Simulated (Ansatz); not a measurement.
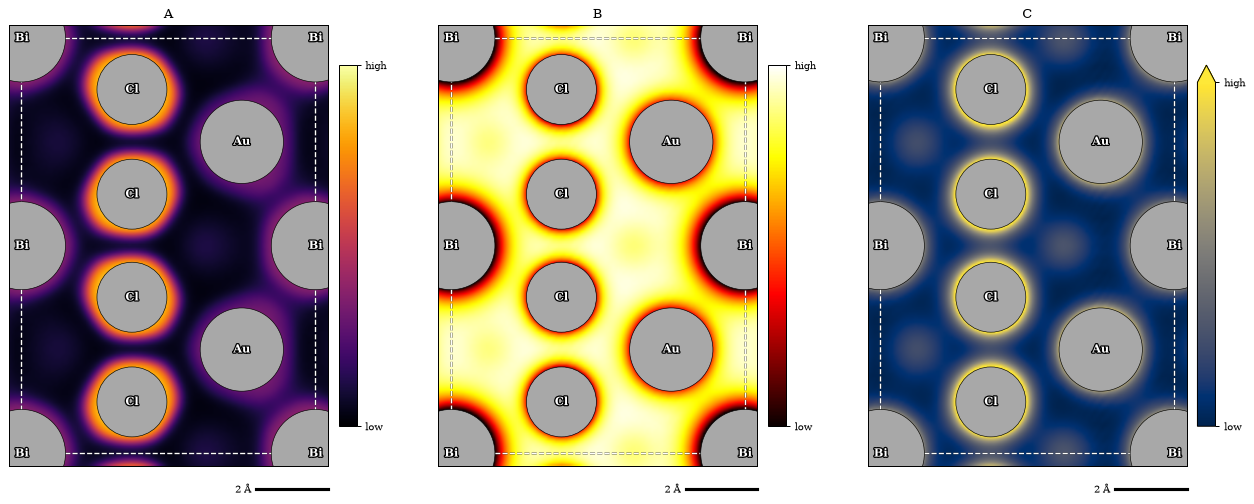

BiAuCl4: 3 fields on the (110) plane of the conventional cell, with unlabelled colour scales. Grey discs cover the atomic cores.

Space group F-43m; started from the MgInCu4_216 prototype, which need not be the ambient phase.

The calculation used DFT PBE, scalar-relativistic, plane waves, PAW (Ansatz).

```xyz
24
Lattice="8.2396 0.0000 0.0000 0.0000 0.0000 -8.2396 0.0000 8.2396 0.0000" Properties=species:S:1:pos:R:3 pbc="T T T"
Bi    4.1198    0.0000   -4.1198
Bi    0.0000    4.1198   -4.1198
Bi    0.0000    0.0000    0.0000
Bi    4.1198    4.1198    0.0000
Au    6.1797    2.0599   -6.1797
Au    2.0599    6.1797   -6.1797
Au    2.0599    2.0599   -2.0599
Au    6.1797    6.1797   -2.0599
Cl    1.0218    3.0980   -7.2178
Cl    5.1416    7.2178   -7.2178
Cl    5.1416    3.0980   -3.0980
Cl    1.0218    7.2178   -3.0980
Cl    1.0218    1.0218   -5.1416
Cl    5.1416    5.1416   -5.1416
Cl    5.1416    1.0218   -1.0218
Cl    1.0218    5.1416   -1.0218
Cl    3.0980    3.0980   -5.1416
Cl    7.2178    7.2178   -5.1416
Cl    7.2178    3.0980   -1.0218
Cl    3.0980    7.2178   -1.0218
Cl    3.0980    1.0218   -7.2178
Cl    7.2178    5.1416   -7.2178
Cl    7.2178    1.0218   -3.0980
Cl    3.0980    5.1416   -3.0980
```

**The panels show electron localisation function, electrostatic potential energy of an electron and valence pseudo-density in some order. Assign them.**

Panel A: electron localisation function. Panel B: electrostatic potential energy of an electron (low next to the atoms, rising into the space between them). Panel C: valence pseudo-density. From the grid: Cl–Cl (2.89 Å): ρ at the midpoint is about 0.17 e/Å³; the ELF is about 0.10 at the midpoint; no localised pair shows between them. Bi–Au (3.57 Å): the density is about 0.1 e/Å³ at the midpoint; the ELF is about 0.20 at the midpoint; no shared electron pair shows on this line.
